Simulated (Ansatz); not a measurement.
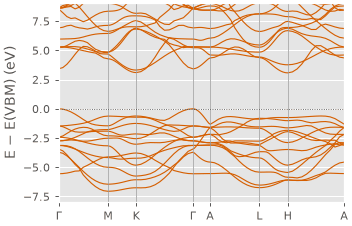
Band structure from the program Ansatz at the r²SCAN level (PAW)

Q: Read off the gap and where the band edges lie.

A: About 3.1 eV (3.07 eV by a search for the band edges); maximum at Γ, minimum at H.

Q: Which compound is it?
A. ScAl3N4, P-6m2 (Pearson symbol hP8)
B. MgZn3O4, P6_3mc (Mg on 2b, O on 2b, Zn on 6c, O on 6c)
C. AlN, wurtzite
D. CaAl2O4, P6_3 (Pearson symbol hP42)

A: A, ScAl3N4, P-6m2 (Pearson symbol hP8)

The start of the workflow was typed in or built on a structure type; neither database checked (COD, Materials Project) lists it. Its standing as an ambient phase is unchecked. Symmetry was held in the r²SCAN relaxation; its stability against distortions is not shown here. No spin polarisation was allowed.

Potentials: the earlier of the program's two PAW sets.
